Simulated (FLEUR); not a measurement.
## GdP: parallel and opposed starts

Aim: find out whether GdP carries moments, and which collinear order costs least.

Calculated with FLEUR MaX-R8.1; PBEsol with U = 6 eV on Gd f; all-electron FLAPW, Dirac cores, scalar-relativistic bands.

## Step 1: The starting structure

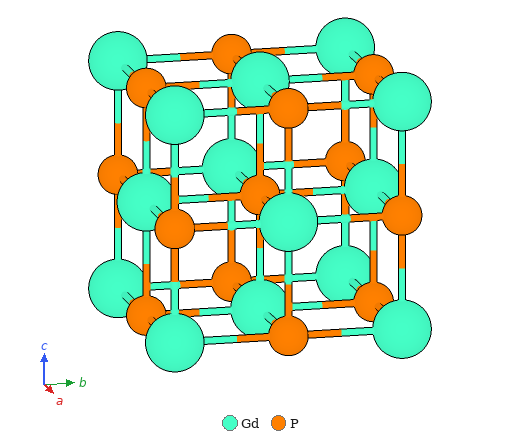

The starting structure, seen slightly off an axis (gadolinium teal, phosphorus orange). This picture shows the conventional cell, with its axes. Some periodic images of atoms are drawn too.

Structure file:

```cif
data_structure
_symmetry_space_group_name_H-M 'Fm-3m'
_symmetry_Int_Tables_number 225
_cell_length_a 5.7399
_cell_length_b 5.7399
_cell_length_c 5.7399
_cell_angle_alpha 90.000
_cell_angle_beta 90.000
_cell_angle_gamma 90.000
_cell_volume 189.11
loop_
_atom_site_label
_atom_site_type_symbol
_atom_site_symmetry_multiplicity
_atom_site_Wyckoff_symbol
_atom_site_fract_x
_atom_site_fract_y
_atom_site_fract_z
_atom_site_occupancy
Gd1 Gd 4 a 0.00000 0.00000 0.00000 1
P1 P 4 b 0.50000 0.00000 0.00000 1
```

The cell comes from a database of computed structures and need not be the stable phase.

## Step 2: Start 1: ferro +

The parallel start is the test of whether parallel moments hold. The U counters the self-interaction that shrinks the moments of a localised shell.

The file n_mmp_mat seeds the f occupations with whole cubic orbitals by Hund's first rule, so that the U acts from the first pass. inpgen writes inp.xml from crystal.txt; cutoffs, mixing, functional, smearing and local orbitals are then set in the file. The k list default-1 (kpts.xml, not shown) is a Γ-centred 8×8×8 mesh; where the ranks do not divide the number of points, some are split in two of half the weight.

inp.xml

```
<?xml version="1.0" encoding="UTF-8" standalone="no"?>
<fleurInput fleurInputVersion="0.39">
   <comment>
      GdP
   </comment>
   <calculationSetup>
      <cutoffs Kmax="3.6" Gmax="10.8" GmaxXC="10.8" numbands="0"/>
      <scfLoop itmax="130" minDistance="0.0001" maxIterBroyd="15" imix="Anderson" alpha="0.05" precondParam="0.0" spinf="2.0" sdNocoIR="T"/>
      <coreElectrons ctail="T" frcor="F" kcrel="0" coretail_lmax="0"/>
      <xcFunctional name="PBEs" relativisticCorrections="F"/>
      <magnetism jspins="2"/>
      <soc l_soc="F" theta="0.0" phi="0.0" spav="F"/>
      <expertModes spex="0" secvar="F"/>
      <geometryOptimization l_f="F" forcealpha="1.0" forcemix="BFGS" epsdisp="0.00001" epsforce="0.00001"/>
      <ldaU l_linMix="F" mixParam="0.05" spinf="1.0"/>
   </calculationSetup>
   <cell>
      <bzIntegration valenceElectrons="23.0" mode="hist" fermiSmearingEnergy="0.00183747">
         <kPointListSelection listName="default-1"/>
         <xi:include xmlns:xi="http://www.w3.org/2001/XInclude" href="kpts.xml"> </xi:include>
      </bzIntegration>
      <xi:include xmlns:xi="http://www.w3.org/2001/XInclude" href="sym.xml"> </xi:include>
      <bulkLattice scale="1.0">
         <bravaisMatrix>
            <row-1>    0.0000000000000000     5.4233959069468174     5.4233959069468174</row-1>
            <row-2>    5.4233959069468174     0.0000000000000000     5.4233959069468174</row-2>
            <row-3>    5.4233959069468174     5.4233959069468174     0.0000000000000000</row-3>
         </bravaisMatrix>
      </bulkLattice>
   </cell>
   <atomSpecies>
      <species name="Gadolinium7.000" element="Gd" atomicNumber="64">
         <mtSphere radius="2.8" gridPoints="925" logIncrement="0.014"/>
         <atomicCutoffs lmax="10" lnonsphr="8"/>
         <electronConfig flipSpins="F">
            <coreConfig>(1s1/2) (2s1/2) (2p1/2) (2p3/2) (3s1/2) (3p1/2) (3p3/2) (4s1/2) (3d3/2) (3d5/2) (4p1/2) (4p3/2) (4d3/2) (4d5/2)</coreConfig>
            <valenceConfig>(5s1/2) (5p1/2) (5p3/2) (6s1/2) (4f5/2) (4f7/2) (5d3/2) (5d5/2)</valenceConfig>
            <stateOccupation state="(4f5/2)" spinUp="2.5" spinDown="0.5"/>
            <stateOccupation state="(4f7/2)" spinUp="4.0" spinDown="0.0"/>
            <stateOccupation state="(5d3/2)" spinUp="0.4" spinDown="0.0"/>
            <stateOccupation state="(5d5/2)" spinUp="0.6" spinDown="0.0"/>
         </electronConfig>
         <energyParameters s="6" p="6" d="5" f="4"/>
         <ldaU l="3" U="6.0" J="0.0" l_amf="F"/>
         <lo type="SCLO" l="0" n="5" eDeriv="0"/>
         <lo type="SCLO" l="1" n="5" eDeriv="0"/>
      </species>
      <species name="Phosphorous (P)" element="P" atomicNumber="15">
         <mtSphere radius="2.09" gridPoints="691" logIncrement="0.017"/>
         <atomicCutoffs lmax="8" lnonsphr="6"/>
         <electronConfig flipSpins="F">
            <coreConfig>(1s1/2) (2s1/2) (2p1/2) (2p3/2)</coreConfig>
            <valenceConfig>(3s1/2) (3p1/2) (3p3/2)</valenceConfig>
            <stateOccupation state="(3p1/2)" spinUp="0.500000" spinDown="0.500000"/>
            <stateOccupation state="(3p3/2)" spinUp="1.000000" spinDown="1.000000"/>
         </electronConfig>
         <energyParameters s="3" p="3" d="3" f="4"/>
      </species>
   </atomSpecies>
   <atomGroups>
      <atomGroup species="Gadolinium7.000">
         <relPos label="                   1">.0000000000 .0000000000 .0000000000</relPos>
         <force calculate="T" relaxXYZ="TTT"/>
      </atomGroup>
      <atomGroup species="Phosphorous (P)">
         <relPos label="                   2">1.000/2.000 1.000/2.000 1.000/2.000</relPos>
         <force calculate="T" relaxXYZ="TTT"/>
      </atomGroup>
   </atomGroups>
   <output dos="F" band="F" slice="F">
      <bandDOS minEnergy="-.5*Htr" maxEnergy="0.5*Htr" sigma="0.015" storeEVData="T"/>
      <plotting iplot="0" polar="F">
         <plot TwoD="T" vec1="  1.0  0.0  0.0" vec2="  0.0  1.0  0.0" vec3="  0.0  0.0  1.0" zero="  0.0  0.0  0.0" file="plot"/>
      </plotting>
      <moessbauerParams electricFieldGradient="F" isomerShift="F" coreHyperfine="F" valenceHyperfine="F"/>
   </output>
</fleurInput>
```

crystal.txt

```
GdP
&input film=F cartesian=F /
0.00000000000  2.86993751970  2.86993751970
2.86993751970  0.00000000000  2.86993751970
2.86993751970  2.86993751970  0.00000000000
1.8897261246
1.0 1.0 1.0

2
64 0.00000000000  0.00000000000  0.00000000000 : 7.000
15 0.50000000000  0.50000000000  0.50000000000

&kpt div1=8 div2=8 div3=8 gamma=T /
```

Launch:

```console
$ OMP_NUM_THREADS=1 inpgen -f crystal.txt > inpgen.log  # inp.xml is then edited as shown
$ OMP_NUM_THREADS=1 mpirun -n 4 fleur_MPI > fleur.log
```

The log of the run:

```text
Welcome to FLEUR        (www.flapw.de)
      MaX-Release 8.1          (www.max-centre.eu)

 ========== k-point set info ==========
 Selected k-point list: default-1
 k-point list type: mesh
 0 x 0 x 0
 Number of k points: 32

 ------------Calculation Setup---------------------------
 Number of MPI-tasks      :            4
 Number of PE/node        :            4
 Number of OMP-threads    :            1
 k-points in parallel     :            4
 pe's per k-point         :            1
 No of k-point loops      :            8
 Eigenvalue solver        :       lapack
 Number of basis functions:          277
 Approximate size of matrices (H+S) per k-point:         0.001 GB
 --------------------------------------------------------
 Iteration:     1   Distance:      22.46993394 me/bohr^3
 Iteration:     2   Distance:      21.54198796 me/bohr^3
 Iteration:     3   Distance:       7.74306874 me/bohr^3
 Iteration:     4   Distance:       4.13542634 me/bohr^3
 Iteration:     5   Distance:       1.54608950 me/bohr^3
 Iteration:     6   Distance:       0.29098238 me/bohr^3
 Iteration:     7   Distance:       0.23794440 me/bohr^3
 Iteration:     8   Distance:       0.07163416 me/bohr^3
 Iteration:     9   Distance:       0.06524843 me/bohr^3
 Iteration:    10   Distance:       0.01230767 me/bohr^3
 Iteration:    11   Distance:       0.01075250 me/bohr^3
 Iteration:    12   Distance:       0.00221463 me/bohr^3
 Iteration:    13   Distance:       0.00036426 me/bohr^3
 Iteration:    14   Distance:       0.00030109 me/bohr^3
 Iteration:    15   Distance:       0.00007335 me/bohr^3

 ********************************************************************
 Run finished successfully
 Stop message:
   all done
 ********************************************************************

--- out.xml (last complete iteration) ---
<iteration numberForCurrentRun="   15" overallNumber="   15">
         [... left out ...]
         <bandgap value="0.0000000000" units="eV"/>
         <sumValenceSingleParticleEnergies value="-4.3423852716" units="Htr"/>
         <FermiEnergy value="0.2772132968" units="Htr"/>
         <valenceDensity>
            <mtCharges spin="1">
               <mtCharge atomType="1" total="11.5301275" s="1.0776996" p="3.0069404" d="0.4640883" f="6.9773755"/>
               <mtCharge atomType="2" total="1.4900730" s="0.5855860" p="0.8916332" d="0.0115823" f="0.0010270"/>
            </mtCharges>
            <mtCharges spin="2">
               <mtCharge atomType="1" total="4.4833406" s="1.0710423" p="2.9864754" d="0.3798088" f="0.0417002"/>
               <mtCharge atomType="2" total="1.5603799" s="0.5942449" p="0.9556777" d="0.0094532" f="0.0008229"/>
            </mtCharges>
            <spinDependentCharge spin="1" total="15.0012764" interstitial="1.9810759" mtSpheres="13.0202005"/>
            <spinDependentCharge spin="2" total="7.9987236" interstitial="1.9550031" mtSpheres="6.0437205"/>
            <totalCharge value="23.0000000000"/>
         </valenceDensity>
         [... left out ...]
         <allElectronCharges>
            <spinDependentCharge spin="1" total="43.0012764" interstitial="1.9813794" mtSpheres="41.0198970"/>
            <spinDependentCharge spin="2" total="35.9987236" interstitial="1.9553090" mtSpheres="34.0434147"/>
            <totalCharge value="78.9999999853"/>
         </allElectronCharges>
         <magneticMomentsInMTSpheres units="muBohr">
            <globalMagMoment atomType="1" vec="0.00000   0.00000   7.04679"/>
            <localMagMoment atomType="1" vec="0.00000   0.00000   7.04679"/>
            <globalMagMoment atomType="2" vec="0.00000   0.00000  -0.07031"/>
            <localMagMoment atomType="2" vec="0.00000   0.00000  -0.07031"/>
         </magneticMomentsInMTSpheres>
         <moessbauerParams unitsHFF="kG" unitsIS="e/bohr^3" unitsEFG="Htr/bohr^2">
         </moessbauerParams>
         <totalEnergy value="   -11618.3569690389" units="Htr">
            <sumOfEigenvalues value="    -7129.8649476827">
               <coreElectrons value="-7125.5225624111"/>
               <valenceElectrons value="-4.3423852716"/>
            </sumOfEigenvalues>
            <densityCoulombPotentialIntegral value="-19414.7763167988"/>
            <densityEffectivePotentialIntegral value="-19768.8287164844"/>
            <chargeDenXCDenIntegral value="-269.1791171048"/>
            <FockExchangeEnergyValence value="0.0000000000"/>
            <FockExchangeEnergyCore value="0.0000000000"/>
            <atomTypeDependentContributions atomType="1">
               <electronNucleiInteractionDifferentMTs value="13839.3081093516"/>
               <MadelungTerm value="-30.7469329533"/>
            </atomTypeDependentContributions>
            <atomTypeDependentContributions atomType="2">
               <electronNucleiInteractionDifferentMTs value="402.9307640997"/>
               <MadelungTerm value="-8.5344502565"/>
            </atomTypeDependentContributions>
            <dftUCorrection value="-0.7667943248"/>
            <tkbTimesEntropy value="0.0000810255"/>
            <freeEnergy value="-11618.3570500644"/>
            <extrapolationTo0K value="-11618.3570095517"/>
         </totalEnergy>
         <ldaUDensityMatrix>
            <densityMatrixFor spin="1" atomType="1" uIndex="1" l="3" U="6.00000000" J="0.00000000">
               (+0.99729,+0.00000) (+0.00000,+0.00000) (+0.00000,+0.00000) (+0.00000,+0.00000) (+0.00097,+0.00000) (+0.00000,+0.00000) (+0.00000,+0.00000)
               (+0.00000,+0.00000) (+0.99560,+0.00000) (+0.00000,+0.00000) (+0.00000,+0.00000) (+0.00000,+0.00000) (+0.00043,+0.00000) (+0.00000,+0.00000)
               (+0.00000,+0.00000) (+0.00000,+0.00000) (+0.99678,+0.00000) (+0.00000,+0.00000) (+0.00000,+0.00000) (+0.00000,+0.00000) (+0.00097,+0.00000)
               (+0.00000,+0.00000) (+0.00000,+0.00000) (+0.00000,+0.00000) (+0.99804,+0.00000) (+0.00000,+0.00000) (+0.00000,+0.00000) (+0.00000,+0.00000)
               (+0.00097,+0.00000) (+0.00000,+0.00000) (+0.00000,+0.00000) (+0.00000,+0.00000) (+0.99678,+0.00000) (+0.00000,+0.00000) (+0.00000,+0.00000)
               (+0.00000,+0.00000) (+0.00043,+0.00000) (+0.00000,+0.00000) (+0.00000,+0.00000) (+0.00000,+0.00000) (+0.99560,+0.00000) (+0.00000,+0.00000)
               (+0.00000,+0.00000) (+0.00000,+0.00000) (+0.00097,+0.00000) (+0.00000,+0.00000) (+0.00000,+0.00000) (+0.00000,+0.00000) (+0.99729,+0.00000)
            </densityMatrixFor>
            <densityMatrixFor spin="2" atomType="1" uIndex="1" l="3" U="6.00000000" J="0.00000000">
               (+0.00767,+0.00000) (+0.00000,+0.00000) (+0.00000,+0.00000) (+0.00000,+0.00000) (+0.00313,+0.00000) (+0.00000,+0.00000) (+0.00000,+0.00000)
               (+0.00000,+0.00000) (+0.00207,+0.00000) (+0.00000,+0.00000) (+0.00000,+0.00000) (+0.00000,+0.00000) (+0.00156,+0.00000) (+0.00000,+0.00000)
               (+0.00000,+0.00000) (+0.00000,+0.00000) (+0.00606,+0.00000) (+0.00000,+0.00000) (+0.00000,+0.00000) (+0.00000,+0.00000) (+0.00313,+0.00000)
               (+0.00000,+0.00000) (+0.00000,+0.00000) (+0.00000,+0.00000) (+0.01010,+0.00000) (+0.00000,+0.00000) (+0.00000,+0.00000) (+0.00000,+0.00000)
               (+0.00313,+0.00000) (+0.00000,+0.00000) (+0.00000,+0.00000) (+0.00000,+0.00000) (+0.00606,+0.00000) (+0.00000,+0.00000) (+0.00000,+0.00000)
               (+0.00000,+0.00000) (+0.00156,+0.00000) (+0.00000,+0.00000) (+0.00000,+0.00000) (+0.00000,+0.00000) (+0.00207,+0.00000) (+0.00000,+0.00000)
               (+0.00000,+0.00000) (+0.00000,+0.00000) (+0.00313,+0.00000) (+0.00000,+0.00000) (+0.00000,+0.00000) (+0.00000,+0.00000) (+0.00767,+0.00000)
            </densityMatrixFor>
         </ldaUDensityMatrix>
         <ldaUDensityMatrixConvergence>
            <distance spin="1" distance="0.000000"/>
            <distance spin="2" distance="0.000001"/>
         </ldaUDensityMatrixConvergence>
         <densityConvergence units="me/bohr^3">
            <chargeDensity spin="1" distance="0.0000383733"/>
            <chargeDensity spin="2" distance="0.0000423534"/>
            <overallChargeDensity distance="0.0000733453"/>
            <spinDensity distance="0.0000339574"/>
         </densityConvergence>
      </iteration>
```

Elapsed: 9 s, on 4 MPI ranks of Intel Xeon 6975P-C (Granite Rapids), shared host; peak memory 0.25 GiB; 35 s of CPU time.

Spin moment in the muffin-tin sphere by atom:

```
atom  spin moment in the muffin-tin sphere (μB)
 Gd1                                       7.05
  P2                                      -0.07
```

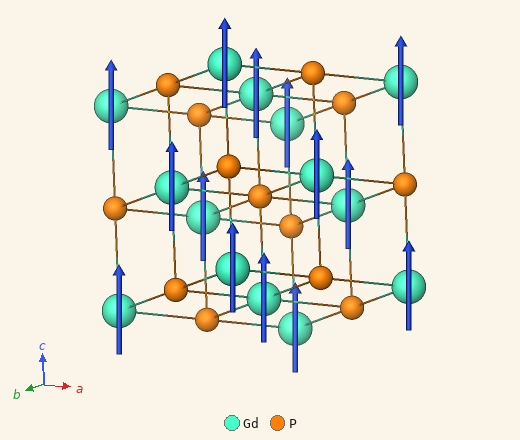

Spin moment in the muffin-tin sphere as arrows, the longest 7.05 μB. Up and down stand for the sign. Arrows give size and sign along the axis of quantisation, drawn up and down the page. Some periodic images of atoms are drawn too.

Numbers from this step:

```yaml
free_energy: -316151.6012 eV
program_s_band_gap_on_this_mesh_in_a_metal_only_a_level_spacing: 0 eV
magnetization: 7.003 μB
final_state: ferromagnetic, with opposed induced moments
```

After 15 cycles the largest moment stands at 7.05 μB.

(Continued in part 2 of 3.)

[Logs and program files are shortened in this print: banners, set-up blocks, solver, clock and traceback lines can be left out without a mark of their own.]

[Logs are printed without paths, hosts, clocks, repeated set-up lines and the standing remarks that a program may print on its own settings, such as how far it seeks lower states.]

[Hosts, paths, dates, database ids (printed as entryN), source tags and the programs' standing remarks are cut or masked in the printed files.]

[Where a cell is said to come from a database of computed structures, the database is the Materials Project.]
